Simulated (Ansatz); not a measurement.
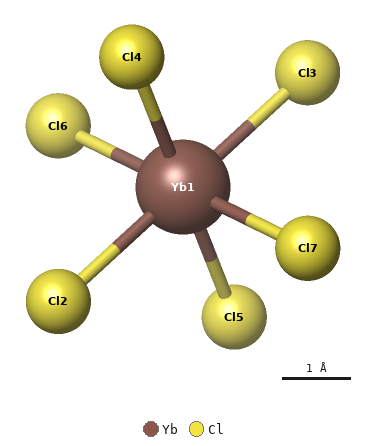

Fig. 1: The input geometry (ball-and-stick view, seen at a tilt; atoms are numbered from 1 in the order of the input). Sticks mark near contacts. Bond lengths as drawn: Cl–Yb 2.71 Å.

## Single-point calculation, with input and output: YbCl₆ (charge −3)

The run: single-point calculation of YbCl₆, charge −3, multiplicity 2. Method and program: UKS PBE0-D4/def2-TZVP (Ansatz 0.2.0).

The geometry comes from this level: PBE-D4/def2-SVP. Figures and captions count atoms from 1; the log counts them from 0 in places.

### Input file
```yaml
crystal:
  periodic: [false, false, false]
  atoms:
    - {symbol: Yb, position_ang: [0.000002, 0.000121, -0.000115]}
    - {symbol: Cl, position_ang: [-0.048218, 0.024517, 2.707086]}
    - {symbol: Cl, position_ang: [0.047176, -0.023777, -2.707319]}
    - {symbol: Cl, position_ang: [2.707464, 0.036529, -0.006817]}
    - {symbol: Cl, position_ang: [-2.707321, -0.037310, 0.006902]}
    - {symbol: Cl, position_ang: [0.017799, 2.707530, 0.030446]}
    - {symbol: Cl, position_ang: [-0.016901, -2.707600, -0.030173]}
basis:
  gaussian: {orbitals: def2-TZVP, initial_orbitals: start.molden}
total_charge: -3
magnetization: {spin_polarized: true, initial_magnetization: 1}
hamiltonian: {xc: pbe0, dispersion: d4}
scf: {omitted_lower_state_checks: [starts]}
output: {forces: true, orbitals: {seedname: orbitals}}
```

Machine: 4 threads of Arm Neoverse V1, 23 GiB of memory available, shared host.

Launch command:
```bash
ansatz run in.yaml --threads 4 --pin off --events-out ev --progress --plain --max-ram 6963MiB
```

### The program's output
```
Functional definition: PBE0
  name "PBE0"
  cite "Adamo & Barone, J. Chem. Phys. 110, 6158 (1999) doi:10.1063/1.478522"
  cite "Perdew, Burke & Ernzerhof, Phys. Rev. Lett. 77, 3865 (1996) doi:10.1103/PhysRevLett.77.3865"
  parent pbe
  parameter a = 0.25
  parameter kappa = 0.804
  parameter beta = 0.06672455060314922
  exchange = (1 - a)*pbe_x(kappa = kappa, mu = beta*pi^2/3) + a*exact_x
  correlation = pbe_c(beta = beta)
these checks for a lower state are left out or cut short: starts
2426 factors; their error is unknown
the host lacks memory for fits, so the integrals are decomposed
1862 factors; integrals over basis functions are off by at most 1.5e-3 eV
mean field evaluation 1: about -106661.1292 eV, gradient 1.7e2 eV
mean field evaluation 2: about -106666.2872 eV, gradient 7.8e0 eV
mean field evaluation 4: about -106666.8359 eV, gradient 5.0e-1 eV
mean field evaluation 8: about -106666.8382 eV, gradient 5.1e-5 eV
mean field evaluation 16: about -106666.8382 eV, gradient 7.4e-7 eV
mean field -106666.83816472 eV, -3919.9340011739 hartree, gradient 2.0e-8 eV, S^2 0.750572; 0 other end points of the search recorded, 0 dependent functions left out
the calculation of the forces begins
reference -106666.83822611 eV, -3919.9340034299 hartree; 74, 73 occupied and 244, 245 virtual orbitals, 1862 factors
Total energy: -106667.18501765 eV, -3919.9467477838 hartree
Atom 0 at     0.000002     0.000121    -0.000115 Å, force     0.000127    -0.001169     0.000801 eV/Å
Atom 1 at    -0.048218     0.024517     2.707086 Å, force     0.033076    -0.030918    -0.190571 eV/Å
Atom 2 at     0.047176    -0.023777    -2.707319 Å, force    -0.032420     0.030730     0.190725 eV/Å
Atom 3 at     2.707464     0.036529    -0.006817 Å, force    -0.190746    -0.031643     0.029515 eV/Å
Atom 4 at    -2.707321    -0.037310     0.006902 Å, force     0.190366     0.032276    -0.029950 eV/Å
Atom 5 at     0.017799     2.707530     0.030446 Å, force    -0.030532    -0.190528    -0.031841 eV/Å
Atom 6 at    -0.016901    -2.707600    -0.030173 Å, force     0.030131     0.191252     0.031321 eV/Å
Dipole moment:    -0.000097     0.000514    -0.000274 e Å
Checks for a lower state left out: starts
```

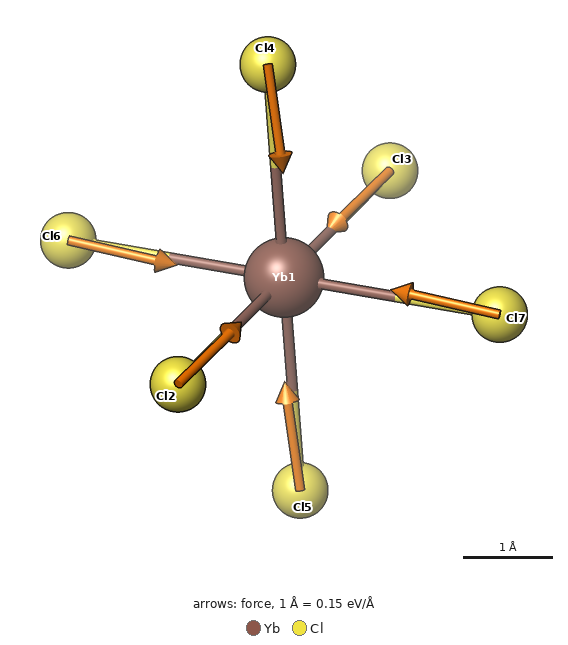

Fig. 2: Forces on the atoms as orange arrows (ball-and-stick view, seen at a tilt; atoms are numbered from 1 in the order of the input); the smallest are left out. The largest act on all 6 Cl atoms (0.20 eV/Å). The geometry is not a stationary point of this energy.

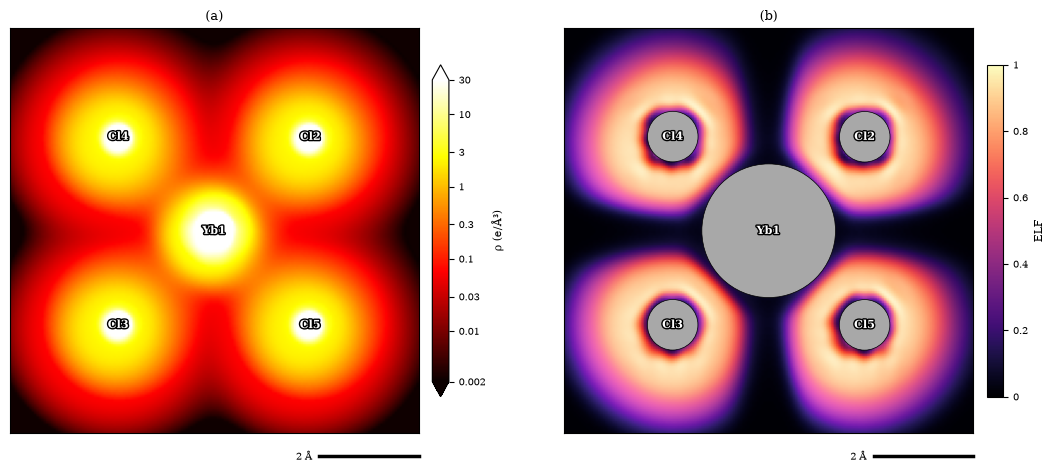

Fig. 3: (a) electron density; (b) ELF on the plane of atoms Cl3, Yb1 and Cl5. Grey discs, where drawn, cover atomic cores.

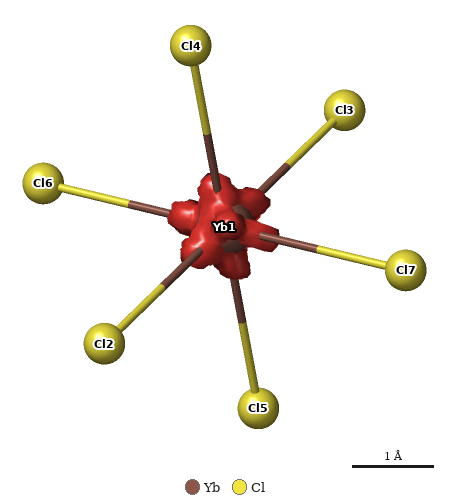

Fig. 4: Isosurface of the spin density at +0.3 e/Å³ (red), seen face on. The unpaired spin (1 electron) lies mostly on Yb1 (about 1.0), in electrons by Hirshfeld's partition.

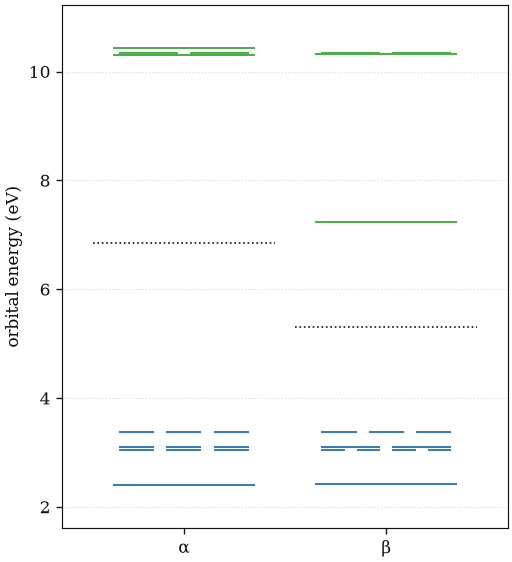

Fig. 5: Orbital energies near the frontier for α and β spins; the dotted line parts filled from empty levels, and levels within 0.02 eV of each other stand side by side. α: highest filled 3.38 eV, lowest empty 10.31 eV, 6.93 eV apart; β: highest filled 3.38 eV, lowest empty 7.23 eV, 3.85 eV apart.

### Summary

| quantity | value |
| --- | --- |
| outcome | converged |
| total energy | −106667.1850 eV |
| mean-field energy | −106666.8382 eV |
| dispersion energy | −0.3468 eV |
| ⟨S²⟩ | 0.751 |
| SCF solution under orbital rotations | stable |
| HOMO (either spin) | 3.38 eV |
| LUMO (either spin) | 7.23 eV |
| largest force (length of the vector) | 0.196 eV/Å |
| wall time | 2.9 min (CPU time 11 min) |
| peak memory | 2 GiB |

The highest filled orbital lies above zero: either the extra electron isn't bound at this level, or the self-interaction error of the functional lifts the level.
